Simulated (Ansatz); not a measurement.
# Li3SeF (model cell, started as antiperovskite): phonons and vibrational spectra, part 3 of 3

Wanted: phonon frequencies of Li3SeF (model cell, started as antiperovskite) and what follows from them.

Ansatz 0.2.0; DFT PBE, scalar-relativistic, plane waves, PAW; PAW set soft_1.

So far. Step 6 (Tight relaxation, k-mesh 12×12×12): The forces vanish by symmetry and the pressure is -0.005 GPa, within the tolerances set. The cell now holds 12.76 Å³/atom. Step 7 (Zone-centre response): Before it was imposed, the acoustic sum rule was missed by 0.0034 eV/Å² and the charge sum rule by 8.9e-4 e. Small misses are needed for a sound result but don't prove that mesh and cutoff are converged. The relaxed cell has a = 3.996 Å (conventional setting).

The structure was built from a prototype and need not be the compound's stable phase.

## Step 8: The dispersion

Stability and thermal properties need the whole zone. Linear response on a 4×4×4 q mesh gives force constants as far as a supercell of that size would, and the tensors from the zone-centre run are typed in so that the long-range dipole term is interpolated apart.

Input file input.yaml:

```yaml
crystal:
  lattice:
    - [3.9956403211, 0.0, 0.0]
    - [0.0, 3.9956403211, 0.0]
    - [0.0, 0.0, 3.9956403211]
  atoms:
    - { symbol: Se, position: [0.0, 0.0, 0.0] }
    - { symbol: F, position: [0.5, 0.5, 0.5] }
    - { symbol: Li, position: [0.5, 0.5, 0.0] }
    - { symbol: Li, position: [0.5, 0.0, 0.5] }
    - { symbol: Li, position: [0.0, 0.5, 0.5] }
kpoints:
  mp_grid: { grid: [12, 12, 12] }
hamiltonian:
  xc: pbe
  pseudopotentials: { kind: paw, azcp: { folder: soft_1 } }
scf:
  occupations: { method: fixed }
output:
  eigenvalues: true
phonons:
  method: dfpt
  qmesh: [4, 4, 4]
  temperatures: { t_max: 1000, t_step: 50 }
  qpath:
    path:
      - [[0.0, 0.0, 0.0], [0.0, 0.5, 0.0], [0.5, 0.5, 0.0], [0.0, 0.0, 0.0], [0.5, 0.5, 0.5], [0.0, 0.5, 0.0]]
      - [[0.5, 0.5, 0.5], [0.5, 0.5, 0.0]]
    npoints: 10
  non_analytic_term:
    high_frequency_dielectric_tensor: [[4.2411, 0.0, 0.0], [0.0, 4.2411, 0.0], [0.0, 0.0, 4.2411]]
    born_effective_charges:
      - { species: Se, tensor: [[-1.9966, 0.0, 0.0], [0.0, -1.9966, 0.0], [0.0, 0.0, -1.9966]] }
      - { species: F, tensor: [[-1.5811, 0.0, 0.0], [0.0, -1.5811, 0.0], [0.0, 0.0, -1.5811]] }
      - { species: Li, tensor: [[1.3627, 0.0, 0.0], [0.0, 1.3627, 0.0], [0.0, 0.0, 0.8522]] }
      - { species: Li, tensor: [[1.3627, 0.0, 0.0], [0.0, 0.8522, 0.0], [0.0, 0.0, 1.3627]] }
      - { species: Li, tensor: [[0.8522, 0.0, 0.0], [0.0, 1.3627, 0.0], [0.0, 0.0, 1.3627]] }
    source: "zone-centre run at this cell"
```

The run is started by

```
ansatz run input.yaml --threads 8 --pin off --max-ram 16384MiB --backend cpu --events-out ev --progress --plain --runs-dir out
```

Numbers of over 12 decimals in the logs are rounded to 6 here.

What it wrote:

```text
[...]
Crystal: 5 atoms, lattice volume = 63.791 Å³
Basis set: ecut = 420 eV, 1237 PW (Γ), exchange–correlation on 54×54×54 points (8 copies of the dense FFT grid, shifted against one another)
Bands: 21, of which v1, the nominal top of the filled ones, is band 16 counted from 1 (15 counted from 0)
Symmetry: 48 space group operations
k-points: 84 of 1728
[...]
SCF iter   1: F=—  HF=-6902.650848 eV  |F-HF|=—  |Δ(HF+E_count)|=         —  Δρ=1.78e-1  dr2=1.96e1  ethr=3.10e-3  ⟨swp⟩=4.0  Hψ=7000  notcnv=0  defer=114
[...]
SCF iter  11: F=-6898.176983 eV  HF=-6898.176983 eV  |F-HF|=0.00e0  |Δ(HF+E_count)|=  2.42e-10  Δρ=1.22e-7  dr2=7.41e-12  ethr=1.00e-12  ⟨swp⟩=9.0  Hψ=10895  notcnv=0
SCF 1 converged in 11 iterations: F = -6898.176983 eV  dr2 = 7.41e-12
[...]
NSCF: frozen V_eff on 84 k-points
[...]
DFPT response loops at q = (0, 0, 0) (fractional): preconditioner auto → none (the input reference at scf.mixing.eps_inf says where Resta's filter doesn't serve); β = 0.50; Broyden in place of MSR1
[...]
SCF converged after 11 iterations
Free energy (F): -6898.176983 eV
[...]
Internal energy: -6898.176983 eV  (E = F + TS)
E sigma→0 (E₀):  -6898.176983 eV
Fermi energy:    5.010373 eV
[...]
--- Band table (eV; the first three rows and the last of 84) ---
  k-point 0: bands = [... 12 lower, -1.1341, 4.3529, 4.3529, 4.3529, 8.7586, 10.6126, 10.6126, 14.9622, ... 1 higher]
  k-point 1: bands = [... 12 lower, -1.1120, 4.1448, 4.3618, 4.3618, 8.8941, 10.5765, 10.8597, 14.4741, ... 1 higher]
  k-point 2: bands = [... 12 lower, -1.0488, 3.6532, 4.3868, 4.3868, 9.1633, 10.4818, 11.5984, 13.5431, ... 1 higher]
  k-point 83: bands = [... 12 lower, -0.8031, 2.3096, 2.3096, 2.3096, 11.1860, 11.1860, 11.1860, 11.7224, ... 1 higher]
--- Phonons (Γ-DFPT): 4 representative perturbations + reference (Σ response iterations 12) ---
  ASR residual: 3.408e-3 → 0.000e0 eV/Å²; symmetrization residual: 2.895e-6 eV/Å²
  ASR residual per site (eV/Å²): 4.62e-5 2.09e-3 3.41e-3 3.41e-3 3.41e-3
[...]
--- Phonons (arbitrary-q DFPT): 10 irreducible q on the 4×4×4 mesh ---
  q = [0.0000, 0.0000, 0.0000] (star 1, of the zone-centre solve; hermiticity 1.44e-6, symmetrization 8.58e-12): -0.00 0.00 0.00 149.44 149.44 149.44 193.03 193.03 193.03 268.35 268.35 268.35 397.78 397.78 397.78
  q = [0.0000, 0.0000, 0.2500] (star 6, 9 solved perturbations in 4536 linear systems a pass and spin channel, the states on 588 of 1728 k-point pairs; hermiticity 7.66e-7, symmetrization 1.20e-12): 65.00 65.00 101.00 151.09 151.09 203.81 203.81 205.01 212.02 270.64 270.64 395.00 395.00 404.93 461.60
[...]
q = [0.0000, 0.2500, -0.5000] (star 12, 15 solved perturbations on 588 of 1728 k-point pairs; hermiticity 2.75e-7, symmetrization 2.97e-11): 88.81 102.23 123.09 125.68 177.77 178.52 209.70 223.31 263.69 264.03 271.83 335.79 383.69 430.76 488.23
[...]
sum rule: each row above includes the acoustic sum rule's correction from the zone centre's row sums; it moved no ω² by more than (11.56 cm⁻¹)²
  mesh force constants: q→R imaginary residual 2.05e-18; ASR residual 3.408e-3 → 0.000e0 eV/Å²; symmetrization residual 6.217e-15 eV/Å²
  interpolated dispersion: 63 rows × 15 modes
  density of states and harmonic sums: on the 16×16×16 q-mesh, interpolated from the force constants of a 4×4×4 supercell (with the dipole–dipole term of supplied tensors)
  largest difference from the sums on the solved wave vectors: F 8.55e-3 eV, S 1.26e-5 and C_V 3.94e-6 eV/K
  zero-point energy: 0.223236 eV/cell   skipped modes (ω ≤ 0): 3   left out of the sums: 4.88e-5 of the cell's modes: C_V's classical limit lies that fraction below 3 k_B per atom; for a crystal, a wire or a layer, F and S can be off by more, and a phonons.interpolated_qmesh denser along its periods is the remedy for the sampling
```

Elapsed: 14 min, on 8 threads of Arm Neoverse V1, shared host; peak memory 4.9 GiB.

This step gave:

| Quantity | Value |
| --- | --- |
| sum-rule residual before enforcement | 0.003408 eV/Å² |
| lowest frequency on the path | 0 cm⁻¹ |
| highest frequency on the path or at a solved wavevector | 573.9 cm⁻¹ |
| mean frequency | 240.1 cm⁻¹ |
| Debye temperature (second moment) | 499 K |
| logarithmic mean frequency | 208.8 cm⁻¹ |
| lowest mode on the q mesh (acoustic modes at Γ apart) | 37.87 cm⁻¹ |
| zero-point energy per atom | 44.65 meV |
| heat capacity at 300 K | 21.95 J/(mol atoms K) |
| vibrational entropy at 300 K | 26.51 J/(mol atoms K) |

Frequencies (cm⁻¹) solved at each irreducible wavevector; negative means imaginary. Frequencies by wavevector, by row:

```
q in reciprocal lattice units  star  mode 1  mode 2  mode 3  mode 4  mode 13  mode 14  mode 15
                        0 0 0     1       0       0       0   149.4    397.8    397.8    397.8
                     0 0 0.25     6      65      65     101   151.1      395    404.9    461.6
                     0 0 -0.5     3    92.1    92.1   141.6   150.9    392.3    418.7    463.1
                  0 0.25 0.25    12    79.6    80.5   120.9   142.4    389.5      428    463.5
                  0 0.25 -0.5    12    88.8   102.2   123.1   125.7    383.7    430.8    488.2
                  0 -0.5 -0.5     3    42.5    85.1   111.7   111.7    374.7    426.4    529.4
               0.25 0.25 0.25     8    94.8    94.8   117.7   140.2    352.3    389.6      501
               0.25 0.25 -0.5    12   101.2   109.5     119   122.7    348.4      375    528.4
               0.25 -0.5 -0.5     6    40.2   112.5   117.2   117.2    336.6    353.8    556.4
               -0.5 -0.5 -0.5     1    37.9    37.9    37.9   129.5    305.1    305.1    573.9
```

Interpolated from a 4×4×4 q mesh, with the LO-TO term (at Γ the limit along the path; where Γ stands inside the path, tables give the limit on arrival). Phonon branches along the path, in cm⁻¹:

```
    point  branch 1  branch 2  branch 3  branch 4  branch 12  branch 13  branch 14  branch 15
        Γ         0         0         0       149        395        398        398        452
        X        92        92       142       151        392        392        419        463
        M        42        85       112       112        305        375        426        529
        Γ         0         0         0       149        395        398        398        452
        R        38        38        38       130        301        305        305        574
        X        92        92       142       151        392        392        419        463
jump to R        38        38        38       130        301        305        305        574
        M        42        85       112       112        305        375        426        529
```

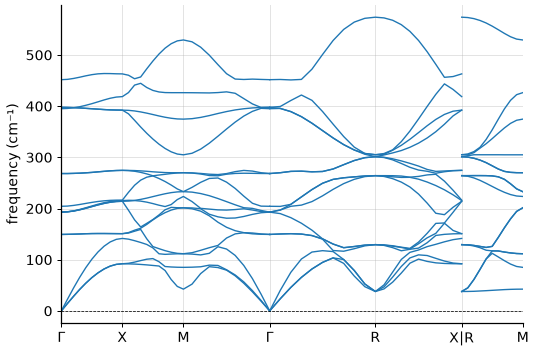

Phonon branches along the path.

The phonon density of states has structure finer than the step of the table below, so its rows give means over 25 cm⁻¹, whole bins alone (the curve runs from 2.5 to 578 cm⁻¹). Peaks (cm⁻¹: height): 92.5: 0.0856, 122.5: 0.0954, 152.5: 0.0812, 272.5: 0.202, 387.5: 0.0386, 457.5: 0.0253.

Tetrahedra on a 16×16×16 mesh, mean over bins of 5 cm-1. Interpolated from a 4×4×4 q mesh. Table of phonon density of states by wavenumber; means over each step:

```
wavenumber (cm⁻¹)  phonon density of states (1/cm⁻¹/cell)
               25                                  8.5e-4
               50                                 0.00821
               75                                  0.0283
              100                                  0.0543
              125                                  0.0642
              150                                  0.0488
              175                                  0.0301
              200                                  0.0333
              225                                  0.0333
              250                                  0.0493
              275                                  0.0849
              300                                 0.00935
              325                                  0.0195
              350                                  0.0224
              375                                  0.0329
              400                                  0.0184
              425                                  0.0203
              450                                  0.0117
              475                                 0.00798
              500                                 0.00787
              525                                 0.00804
              550                                 0.00490
```

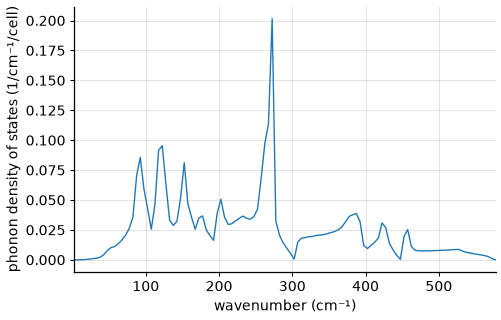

Phonon density of states against wavenumber.

The partial phonon density of states has structure finer than the step of the table below, so its rows give means over 50 cm⁻¹, whole bins alone (the curve runs from -10 to 600 cm⁻¹). Peaks (cm⁻¹: height): F 270.1: 0.0868; Li 89.8: 0.0170, 151.2: 0.0438, 270.1: 0.0527, 381.4: 0.0362, 423.6: 0.0232, 454.3: 0.0163; Se 89.8: 0.0540, 120.5: 0.0686.

Phonopy on the run's constants, 15x15x15 mesh, Gaussian sigma 4.4 cm-1. Interpolated from a 4×4×4 q mesh. Table of partial phonon density of states by wavenumber; means over each step; values in 1/cm⁻¹/cell:

```
wavenumber (cm⁻¹)        F       Li       Se
               50   6.8e-4  0.00447  0.00411
              100  0.00264   0.0119   0.0422
              150  0.00414   0.0292   0.0108
              200  0.00820   0.0225   8.8e-4
              250   0.0358   0.0273  0.00142
              300  0.00454   0.0161   2.7e-4
              350   9.3e-4   0.0223   4.3e-5
              400  0.00137   0.0223   9.2e-5
              450  0.00164   0.0111   1.1e-4
              500   5.2e-5  0.00770   2.6e-5
              550   2.1e-5  0.00491   3.1e-6
```

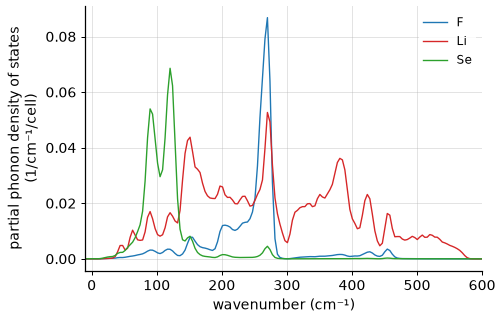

Partial phonon density of states, plotted against wavenumber.

Harmonic thermodynamic functions per atom, from the density of states. Interpolated from a 4×4×4 q mesh. Thermodynamic functions, by row:

```
T (K)  F_vib (meV/atom)  S (J/mol-atom/K)  C_V (J/mol-atom/K)
    0             44.65                 0                   0
   50             44.38             1.914               4.491
  100             42.04             7.322               11.61
  200             28.67             18.12               19.17
  300              5.34             26.51               21.95
  400            -25.64             33.01               23.16
  500            -62.66             38.25               23.77
  600            -104.6             42.62               24.11
  700            -150.8             46.35               24.33
  800            -200.5             49.61               24.47
  900            -253.5              52.5               24.57
 1000            -309.3             55.09               24.64
```

Harmonic mean-square displacement, third of the trace. Interpolated from a 4×4×4 q mesh. Mean square displacements, by row:

```
T (K)  Se1 U_eq (Å²)  F2 U_eq (Å²)  Li3 U_eq (Å²)  Li4 U_eq (Å²)  Li5 U_eq (Å²)
    0        0.00207       0.00401        0.01129        0.01129        0.01129
  100        0.00361       0.00495        0.01515        0.01515        0.01515
  300        0.00953       0.01021        0.03328        0.03328        0.03328
  600         0.0188       0.01938        0.06377        0.06377        0.06377
```

Symmetry leaves 10 wavevectors to solve. The lowest mode among them, the acoustic zeros apart, lies at q = (-0.5, -0.5, -0.5) and is real, 37.9 cm⁻¹.

## Step 9: Outcome

```json
{"space group after relaxation (within 0.01 Å)": "Pm-3m", "volume per atom": "12.8 Å³", "gap on the k-mesh": "3.75 eV", "highest optical mode at the zone centre (no LO-TO term)": "398 cm⁻¹", "top of the zone-centre spectrum with the field": "452 cm⁻¹", "lowest optical zone-centre mode": "149 cm⁻¹", "mean high-frequency dielectric constant": "4.24", "mean static dielectric constant": "22.2", "largest Born charge (third of the trace)": "-2.00 e", "lowest mode on the q mesh (acoustic modes at Γ apart)": "37.9 cm⁻¹", "highest frequency on the path or at a solved wavevector": "574 cm⁻¹", "zero-point energy per atom": "44.6 meV", "heat capacity at 300 K": "22.0 J/(mol atoms K)", "vibrational entropy at 300 K": "26.5 J/(mol atoms K)", "Debye temperature (second moment)": "499 K", "imaginary modes on the 4×4×4 q mesh": "none"}
```

**Reading.** The structure is a minimum as far as tested: no mode is imaginary at the 10 irreducible wavevectors of the 4×4×4 mesh, and the softest away from the acoustic zeros lies at 38 cm⁻¹. Without the field, the optical modes at Γ span 149 to 398 cm⁻¹. The highest mode in this list at Γ, 397.8 cm⁻¹, is mostly motion of Li (97 % of the kinetic energy). With the macroscopic field of the longitudinal modes the top of the zone-centre spectrum lies at 452 cm⁻¹, against 398 cm⁻¹ without it. Lattice motion raises the mean dielectric constant from 4.241 to 22.20. The strongest infrared line is at 268 cm⁻¹. The starting cell was built on a prototype and not taken from a measurement, so the phase need not exist. These are harmonic frequencies at zero temperature: anharmonic shifts, linewidths and thermal expansion are left out.

[Logs are printed without paths, hosts, clocks, repeated set-up lines and the standing remarks that a program may print on its own settings, such as how far it seeks lower states.]

[Hosts, paths, dates, database ids (printed as entryN), source tags and the programs' standing remarks are cut or masked in the printed files.]
